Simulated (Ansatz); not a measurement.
The calculation's input:

```
crystal:
  periodic: [false, false, false]
  atoms:
    - {symbol: F, position_ang: [-0.444548, 0.080744, 1.618207]}
    - {symbol: Ge, position_ang: [0.009980, -0.014740, -0.008280]}
    - {symbol: F, position_ang: [1.288075, -1.110397, -0.173147]}
    - {symbol: F, position_ang: [-1.306127, -0.540607, -0.931588]}
    - {symbol: F, position_ang: [0.502519, 1.511299, -0.546592]}
basis:
  gaussian: {orbitals: def2-TZVPP}
hamiltonian: {xc: pbe0, dispersion: d4}
output: {orbitals: {seedname: orbitals}}
```

Run with:

```sh
ansatz run in.yaml --threads 2 --pin off --events-out ev --progress --plain --max-ram 22528MiB --backend cpu
```

Geometry: PBE0-D4/def2-TZVP.

Method: Ansatz 0.2.0, RKS PBE0-D4/def2-TZVPP.

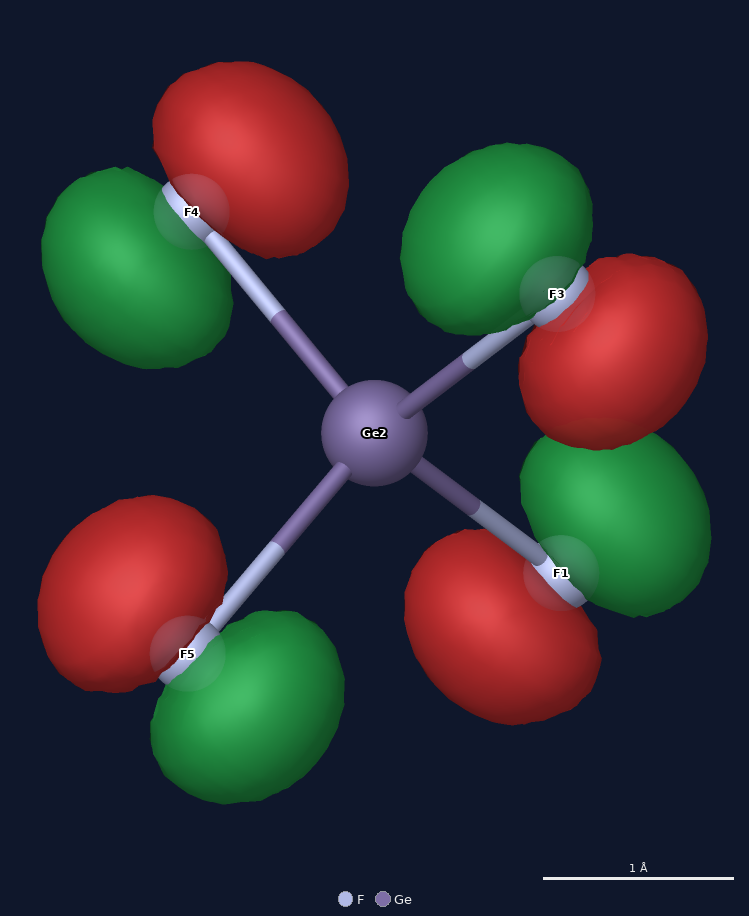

F4Ge (SMILES [F][Ge]([F])([F])[F]). The HOMO at ±0.2 Å⁻³ᐟ² (green and red are the two phases), seen at a tilt.

**Describe this orbital and give its energy.**

Its weight (Hirshfeld) is mainly on F1 (about 25 %), F3 (about 25 %), F4 (about 25 %) and F5 (about 25 %); largely a combination of lone pairs on F1, F3, F4 and F5. It is one of a degenerate set, so its orientation is arbitrary. Its energy is −12.69 eV.
